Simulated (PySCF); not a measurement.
# C₇H₇ClOS: excited states, first hyperpolarisability

What do calculations give for the excited states, first hyperpolarisability of C₇H₇ClOS (`C[S@](=O)c1ccc(Cl)cc1`)?

Computed with PySCF 2.14.0 and routines of our own; the level stands in each step. Atoms count from 0.

## Step 1: The starting structure

17 atoms, charge 0, multiplicity 1; geometry from: GFN2-xTB.

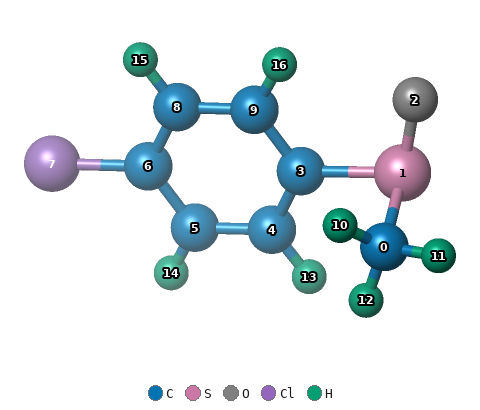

The starting geometry (carbon blue, sulfur pink, oxygen grey, chlorine purple, hydrogen teal).

## Step 2: Relaxing the molecule at PBE0-D3(BJ)/def2-SVP

The job: settings as JSON, then the geometry in Å.

```
{"job": {"xc": "PBE0", "basis": "def2-SVP", "d3": "d3bj", "grid": 2, "kind": "geom"}, "charge": 0, "multiplicity": 1}
C     -2.620751    -0.595860    -0.167087
S     -1.668352    -0.504768     1.420537
O     -2.071885     0.746490     2.057705
C     -0.091920    -0.142043     0.570631
C      0.619828    -1.160324    -0.039658
C      1.813649    -0.873097    -0.676702
C      2.283822     0.432996    -0.682625
Cl     3.775587     0.791620    -1.476463
C      1.580322     1.452133    -0.058190
C      0.386681     1.154426     0.574213
H     -2.502842     0.337944    -0.705273
H     -3.664326    -0.748650     0.087560
H     -2.247845    -1.430913    -0.747987
H      0.245649    -2.172764    -0.017959
H      2.379691    -1.651751    -1.162553
H      1.963668     2.460037    -0.065946
H     -0.187975     1.916554     1.079886
```

Started as:

```console
$ OMP_NUM_THREADS=1 python excited_run.py task.json out
```

The driver reads the jobs from task.json and runs them one after another.

Log:

```text
step   0  E = -1203.32516761  max force = 0.035767
step   1  E = -1203.32905812  max force = 0.004008
step   2  E = -1203.32922484  max force = 0.002392
step   3  E = -1203.32923033  max force = 0.001586
step   4  E = -1203.32925364  max force = 0.000781
step   5  E = -1203.32925516  max force = 0.000552
step   6  E = -1203.32926018  max force = 0.000099
optimisation converged
```

Wall time 2.2 min (1 thread of Arm Neoverse V1, shared host); peak memory 0.89 GiB.

The steps of the relaxation:

```csv
step,energy from step 0 (eV),largest force component (eV/Å)
0,0.0000,1.8392
1,-0.1059,0.2061
2,-0.1104,0.1230
3,-0.1106,0.0816
4,-0.1112,0.0402
5,-0.1112,0.0284
6,-0.1114,0.0051
```

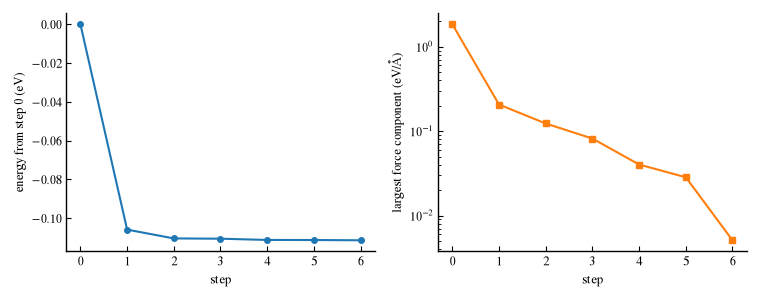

Energy and force, step by step.

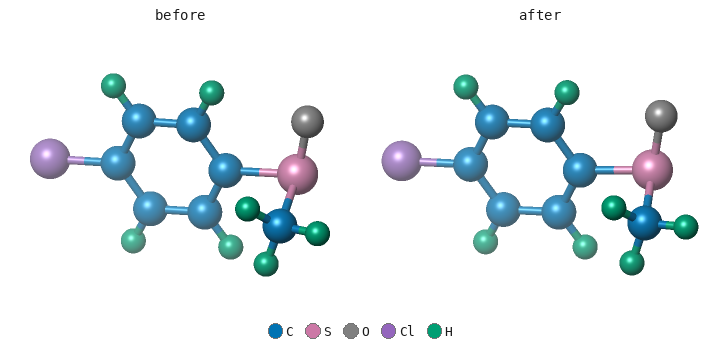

Before and after, at one scale.

Distances of close pairs at the start and the end, largest changes first:

```csv
bond,before (Å),after (Å),change (Å)
S1–O2,1.461,1.502,+0.041
C0–S1,1.854,1.818,-0.035
S1–C3,1.827,1.809,-0.019
C0–H12,1.083,1.099,+0.016
C0–H10,1.084,1.099,+0.014
C4–H13,1.080,1.094,+0.014
C9–H16,1.080,1.094,+0.014
C0–H11,1.085,1.099,+0.014
```

The final coordinates are the input of the step that follows.

```csv
at the end point,value
point group (found at 0.08 Å tolerance),C1
"rotational constants (GHz, main isotopes)","3.067, 0.457, 0.422"
dipole moment (D),3.32
```

## Step 3: Excited states: TDA wB97X-D/aug-cc-pVDZ

The job: settings as JSON, then the geometry in Å.

```
{"job": {"kind": "states", "xc": "wB97X-D", "basis": "aug-cc-pVDZ", "tda": true, "soc": true, "nstates": 6, "ntriplets": 5, "nquad": 4}, "charge": 0, "multiplicity": 1}
C     -2.341321    -0.429851    -0.495039
S     -1.243989    -0.218265     0.939306
O     -1.647406     1.084809     1.567824
C      0.258064     0.116982    -0.010513
C      0.977799    -0.904593    -0.627541
C      2.149814    -0.598300    -1.311816
C      2.592698     0.725940    -1.348928
Cl     4.054245     1.106154    -2.193112
C      1.883180     1.743001    -0.710237
C      0.708189     1.431800    -0.031266
H     -2.316722     0.503678    -1.073846
H     -3.347977    -0.602473    -0.090104
H     -2.019123    -1.287253    -1.102522
H      0.633485    -1.941752    -0.578783
H      2.730422    -1.376682    -1.809381
H      2.257638     2.767459    -0.745188
H      0.120577     2.188067     0.497781
```

Method: TDA wB97X-D/aug-cc-pVDZ excited states, vertical, gas phase, spin-orbit mean-field couplings.

Log:

```text
coarse grid: 16280 points
cycle   1  E = -1204.2287749521  dE =  2.263e+00  |g| = 9.122e-01  |ddm| = 4.305e+01
cycle   2  E = -1203.9140753449  dE =  3.147e-01  |g| = 1.586e+00  |ddm| = 9.649e+00
cycle   3  E = -1204.4152468080  dE = -5.012e-01  |g| = 1.103e-01  |ddm| = 4.742e+00
cycle   4  E = -1204.4171371414  dE = -1.890e-03  |g| = 7.349e-02  |ddm| = 1.005e+00
cycle   5  E = -1204.4184790279  dE = -1.342e-03  |g| = 1.587e-02  |ddm| = 4.682e-01
cycle   6  E = -1204.4185486699  dE = -6.964e-05  |g| = 4.370e-03  |ddm| = 1.280e-01
cycle   7  E = -1204.4185550212  dE = -6.351e-06  |g| = 1.431e-03  |ddm| = 4.078e-02
final grid: 150760 points
cycle   8  E = -1204.4441546971  dE = -1.465e-04  |g| = 6.561e-03  |ddm| = 1.474e+00
cycle   9  E = -1204.4441595605  dE = -4.863e-06  |g| = 5.521e-03  |ddm| = 1.568e-01
cycle  10  E = -1204.4441670864  dE = -7.526e-06  |g| = 8.995e-04  |ddm| = 3.402e-02
cycle  11  E = -1204.4441672060  dE = -1.196e-07  |g| = 6.910e-04  |ddm| = 1.367e-02
cycle  12  E = -1204.4441673050  dE = -9.898e-08  |g| = 1.256e-04  |ddm| = 4.858e-03
cycle  13  E = -1204.4441673089  dE = -3.932e-09  |g| = 3.983e-05  |ddm| = 1.226e-03
cycle  14  E = -1204.4441673094  dE = -5.259e-10  |g| = 1.889e-05  |ddm| = 3.369e-04
converged SCF energy = -1204.4441673094

Singlet excitations
state   eV       nm        f     d(h-e)  d(exc)  Lambda  PR(NTO)  |dmu|/D   mu/D   main configurations
  1   5.1854   239.1   0.00658   0.405   3.130   0.535   1.710    1.358    3.327   H->L+1 0.43, H-2->L 0.21, H-1->L+1 0.12
  2   5.2553   235.9   0.15271   1.758   3.587   0.551   1.100    5.214    5.171   H->L 0.76
  3   5.9419   208.7   0.03286   2.297   3.801   0.540   1.314    7.049    7.038   H-1->L+1 0.37, H->L+1 0.37
  4   5.9887   207.0   0.06463   0.331   2.937   0.395   1.560    1.127    3.922   H->L+9 0.15, H->L+6 0.11, H->L+12 0.11
  5   6.1334   202.1   0.05019   0.312   3.181   0.589   2.272                     H-1->L 0.51, H-2->L+1 0.11
  6   6.3941   193.9   0.00685   1.921   4.524   0.267   1.302                     H->L+2 0.65

Triplet excitations (Tamm-Dancoff)
state   eV     d(h-e)  d(exc)  Lambda  PR(NTO)   main configurations
  1   3.9699   0.033   2.778   0.606   1.527   H->L 0.42, H-1->L 0.26, H-2->L+1 0.12
  2   4.5779   0.064   2.938   0.526   1.227   H->L+1 0.44, H-1->L+1 0.37
  3   4.6927   0.114   2.744   0.664   1.566   H-2->L+1 0.48, H->L 0.14, H-3->L+1 0.12
  4   5.0269   0.558   2.980   0.567   1.462   H-1->L 0.32, H-2->L 0.22, H->L 0.11
  5   5.1131   0.533   2.871   0.565   1.639   H-2->L 0.35, H-1->L 0.11, H-2->L+1 0.09
S1 - T1 = 1.2155 eV

Spin-orbit couplings |<S|Hso|T>| (cm-1)
             T1       T2       T3       T4       T5
S0       11.162    1.986   14.546   40.269   36.066
S1        1.914    0.632    0.191    1.349    0.464
S2        4.382    0.988    1.657    0.855    5.704
S3        1.622    6.759    2.697    5.334    6.987
S4        5.263    1.238    7.136   18.992   15.680
S5        5.578    2.795    4.606   11.146    9.768
S6       10.831    0.578    8.470   13.914   11.291
T1 sublevels (cm-1): 0.000 0.006 0.007   radiative rates (1/s): 49.3 24 68.4
```

Wall time 1.8 min (1 thread of Arm Neoverse V1, shared host); peak memory 1.3 GiB.

From this job:

```csv
quantity,value
S1 less T1,1.22 eV
```

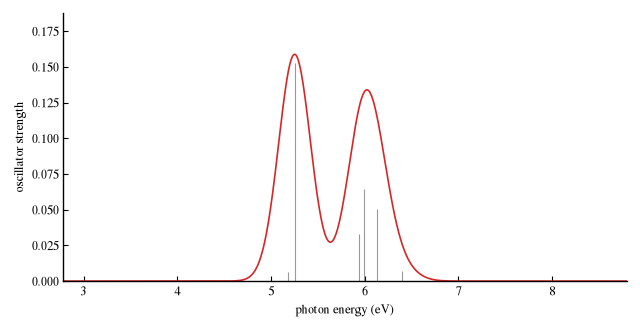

Absorption lines of the singlets. Lines are broadened to a width of 0.40 eV (Gaussian).

## Step 4: Excited states: TDDFT CAM-B3LYP/aug-cc-pVDZ

Settings changed since step 3:

```diff
@@ -1,2 +1,2 @@
-{"job": {"kind": "states", "xc": "wB97X-D", "basis": "aug-cc-pVDZ", "tda": true, "soc": true, "nstates": 6, "ntriplets": 5, "nquad": 4}, "charge": 0, "multiplicity": 1}
+{"job": {"kind": "states", "xc": "CAM-B3LYP", "basis": "aug-cc-pVDZ", "tpa": true, "nstates": 8, "nquad": 6, "ntriplets": 0}, "charge": 0, "multiplicity": 1}
 C     -2.341321    -0.429851    -0.495039
```

Method: TDDFT CAM-B3LYP/aug-cc-pVDZ excited states, vertical, gas phase, two-photon moments by quadratic response.

Log:

```text
coarse grid: 16280 points
cycle   1  E = -1204.2000561905  dE =  2.181e+00  |g| = 9.007e-01  |ddm| = 5.225e+01
cycle   2  E = -1203.7689002564  dE =  4.312e-01  |g| = 1.734e+00  |ddm| = 1.064e+01
cycle   3  E = -1204.3766149873  dE = -6.077e-01  |g| = 1.359e-01  |ddm| = 5.699e+00
cycle   4  E = -1204.3792796691  dE = -2.665e-03  |g| = 8.948e-02  |ddm| = 1.209e+00
cycle   5  E = -1204.3812138721  dE = -1.934e-03  |g| = 2.164e-02  |ddm| = 5.569e-01
cycle   6  E = -1204.3813364966  dE = -1.226e-04  |g| = 5.279e-03  |ddm| = 1.468e-01
cycle   7  E = -1204.3813444528  dE = -7.956e-06  |g| = 1.599e-03  |ddm| = 3.270e-02
final grid: 150760 points
cycle   8  E = -1204.4100798087  dE = -1.716e-05  |g| = 4.104e-03  |ddm| = 6.193e-01
cycle   9  E = -1204.4100795157  dE =  2.931e-07  |g| = 4.316e-03  |ddm| = 6.838e-02
cycle  10  E = -1204.4100843089  dE = -4.793e-06  |g| = 5.239e-04  |ddm| = 2.734e-02
cycle  11  E = -1204.4100843711  dE = -6.215e-08  |g| = 1.709e-04  |ddm| = 3.209e-03
cycle  12  E = -1204.4100843788  dE = -7.660e-09  |g| = 5.474e-05  |ddm| = 1.495e-03
cycle  13  E = -1204.4100843794  dE = -6.557e-10  |g| = 2.311e-05  |ddm| = 4.165e-04
converged SCF energy = -1204.4100843794

Singlet excitations
state   eV       nm        f     d(h-e)  d(exc)  Lambda  PR(NTO)  |dmu|/D   mu/D   delta(TPA)   sigma/GM   main configurations
  1   5.1170   242.3   0.02495   0.514   3.186   0.547   1.630    1.738    3.319        1.45      0.014   H->L+1 0.35, H->L 0.26, H-2->L 0.17
  2   5.1729   239.7   0.13464   1.392   3.528   0.542   1.262    4.134    4.328       53.54      0.525   H->L 0.63, H->L+1 0.18
  3   5.8458   212.1   0.08872   0.403   3.218   0.499   2.143    0.648    3.417       98.06      1.228   H-1->L 0.37, H->L+1 0.10, H->L+9 0.08
  4   5.8920   210.4   0.01393   1.775   3.656   0.539   1.627    5.432    5.564       87.98      1.119   H-1->L+1 0.40, H->L+1 0.26, H-2->L 0.17
  5   5.9710   207.6   0.01108   0.376   3.285   0.453   1.957    0.858    3.332       54.19      0.708   H-1->L 0.29, H->L+6 0.11, H->L+9 0.10
  6   6.1722   200.9   0.00900   2.208   4.653   0.293   1.161    7.910    4.802      422.16      5.892   H->L+2 0.75
  7   6.3507   195.2   0.05630   0.978   4.071   0.314   1.315                                            H->L+3 0.45, H->L+5 0.12, H->L+11 0.09
  8   6.3776   194.4   0.00629   2.092   3.738   0.472   1.195                                            H-3->L 0.60, H-2->L 0.17
```

Run time: 2.6 min. Hardware: 1 thread of Arm Neoverse V1, shared host; peak memory 1.4 GiB.

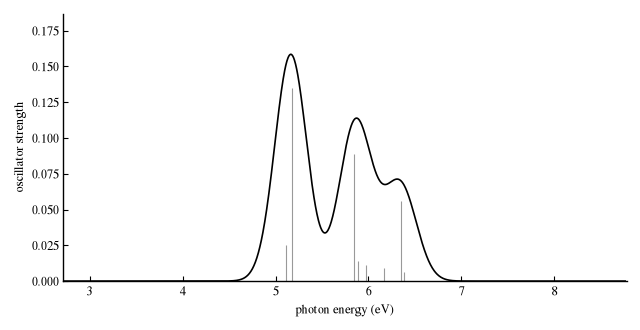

Absorption lines of the singlets. Lines are broadened to a width of 0.40 eV (Gaussian).

## Step 5: First hyperpolarisability: quadratic response CAM-B3LYP/aug-cc-pVDZ

Settings changed since step 4:

```diff
@@ -1,2 +1,2 @@
-{"job": {"kind": "states", "xc": "CAM-B3LYP", "basis": "aug-cc-pVDZ", "tpa": true, "nstates": 8, "nquad": 6, "ntriplets": 0}, "charge": 0, "multiplicity": 1}
+{"job": {"kind": "beta", "xc": "CAM-B3LYP", "basis": "aug-cc-pVDZ"}, "charge": 0, "multiplicity": 1}
 C     -2.341321    -0.429851    -0.495039
```

Level: quadratic response CAM-B3LYP/aug-cc-pVDZ first hyperpolarisability, Taylor convention, gas phase.

Log:

```text
coarse grid: 16280 points
cycle   1  E = -1204.2000561905  dE =  2.181e+00  |g| = 9.007e-01  |ddm| = 5.225e+01
cycle   2  E = -1203.7689002564  dE =  4.312e-01  |g| = 1.734e+00  |ddm| = 1.064e+01
cycle   3  E = -1204.3766149873  dE = -6.077e-01  |g| = 1.359e-01  |ddm| = 5.699e+00
cycle   4  E = -1204.3792796691  dE = -2.665e-03  |g| = 8.948e-02  |ddm| = 1.209e+00
cycle   5  E = -1204.3812138721  dE = -1.934e-03  |g| = 2.164e-02  |ddm| = 5.569e-01
cycle   6  E = -1204.3813364966  dE = -1.226e-04  |g| = 5.279e-03  |ddm| = 1.468e-01
cycle   7  E = -1204.3813444528  dE = -7.956e-06  |g| = 1.599e-03  |ddm| = 3.270e-02
final grid: 150760 points
cycle   8  E = -1204.4100798087  dE = -1.716e-05  |g| = 4.104e-03  |ddm| = 6.193e-01
cycle   9  E = -1204.4100795157  dE =  2.931e-07  |g| = 4.316e-03  |ddm| = 6.838e-02
cycle  10  E = -1204.4100843089  dE = -4.793e-06  |g| = 5.239e-04  |ddm| = 2.734e-02
cycle  11  E = -1204.4100843711  dE = -6.215e-08  |g| = 1.709e-04  |ddm| = 3.209e-03
cycle  12  E = -1204.4100843788  dE = -7.660e-09  |g| = 5.474e-05  |ddm| = 1.495e-03
cycle  13  E = -1204.4100843794  dE = -6.557e-10  |g| = 2.311e-05  |ddm| = 4.165e-04
converged SCF energy = -1204.4100843794

Lowest singlets (eV, f): 5.1170 0.0249  5.1729 0.1346  5.8458 0.0887

First hyperpolarisability (au)
process     nm      |vector|   parallel      HRS      DR
static         -      270.25    -110.55     102.88   7.065
shg       1907.0      285.72     -116.3     108.57    7.16
eope      1907.0      275.26     -112.4          -       -
shg       1064.0      325.15    -131.26     123.03   7.379
eope      1064.0      286.86    -116.72          -       -
```

Wall time 1.9 min (1 thread of Arm Neoverse V1, shared host); peak memory 1.3 GiB.

## Step 6: Outcome

```
                                                   quantity                                                value
                                                point group                                                   C1
                       rotational constants (main isotopes)                                 3.07, 0.46, 0.42 GHz
               S1 less T1 (step 3, TDA wB97X-D/aug-cc-pVDZ)                                              1.22 eV
β vector (step 5, quadratic response CAM-B3LYP/aug-cc-pVDZ)  static 270, SHG 1907.0 nm 286, SHG 1064.0 nm 325 au
```

In words: The optimisation took 6 steps and gained 0.111 eV; among the close pairs (by a distance rule), S1–O2 changed most, from 1.461 to 1.502 Å. In step 3, the number of triplets below S1 is at least 5, and the largest singlet-triplet spin-orbit coupling is S0–T4, 40.27 cm⁻¹. β grows from 270 au (static) to 325 au for doubling at 1064.0 nm: normal dispersion, which grows as twice the photon energy moves toward the bright states.
